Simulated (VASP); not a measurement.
Band structure of LiF (rock salt). Method: revPBE GGA, VASP's PBE PAW potentials (set 64) (plane waves; VASP 6.6.1).

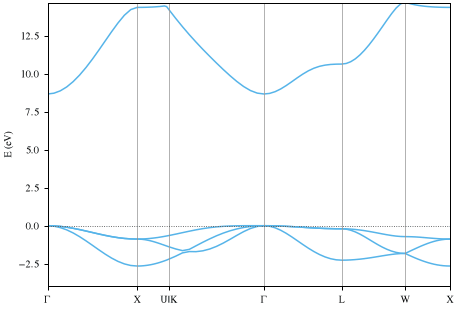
Figure: Bands along high-symmetry lines, zero at the valence-band maximum or, without a gap, the Fermi level

Q: Read the plot: is there a gap, and where are the band edges?

A: The gap is direct, 8.66 eV, from the valence maximum at Γ to the conduction minimum at Γ. (Edges off the drawn lines would not show.)

Measured: gap 15.35 eV (computed value off by -6.69 eV), as given by Wei Chen et al., Physical Review Materials (2018), doi:10.1103/physrevmaterials.2.073803 [zero-point renormalisation of 1.15 eV added back (the table's ZPR column)].

The compound is LiF in the rock salt structure. It was relaxed first, which changed the volume by +8 %.
